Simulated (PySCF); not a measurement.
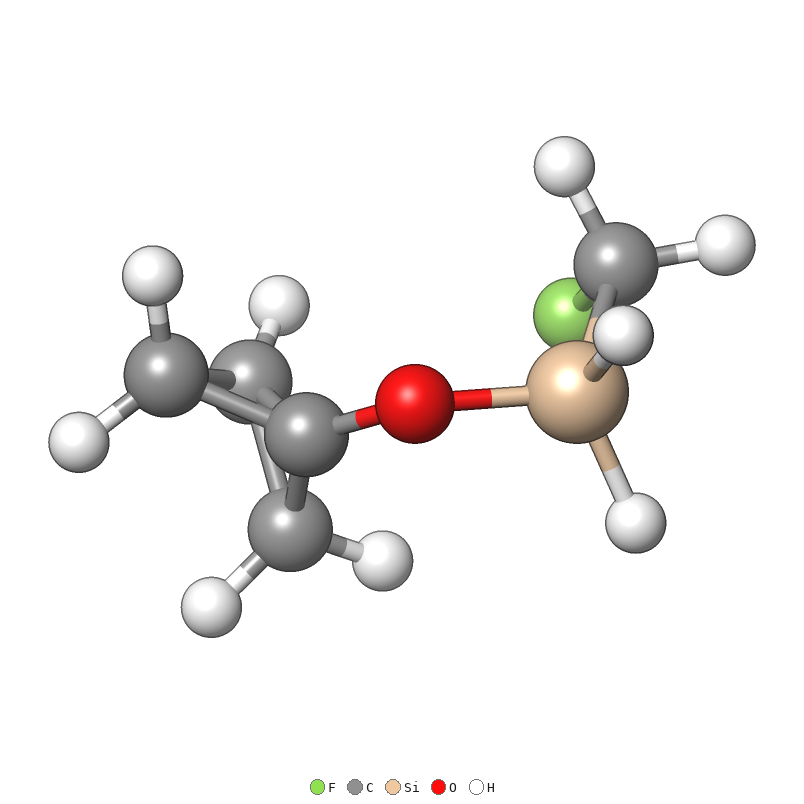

The geometry was computed by an optimisation with GFN2-xTB. No frequency run is at hand to confirm it as a minimum. Level of theory: CAM-B3LYP/def2-SVPD, gas phase (PySCF 2.14.0). Excitations: vertical, linear response.

Computed properties:

The species is C5H9FOSi (`FC[SiH2]O[C@]12C[C@H]1C2`).
- dipole moment: 1.39 D
- HOMO energy (Kohn–Sham orbital): −7.89 eV
- LUMO energy (Kohn–Sham orbital): 1.20 eV
- HOMO–LUMO gap: 9.09 eV
- mean static polarisability: 82.6 bohr³
- lowest vertical singlet excitation: 6.22 eV
- its oscillator strength: 0.012
- brightest of the 8 lowest singlets: 7.49 eV
- its oscillator strength: 0.04

The geometry is semi-empirical. Around Si such bond lengths and angles can be off by a tenth of an ångström or more and by several degrees, and values that hang on the shape move with them.
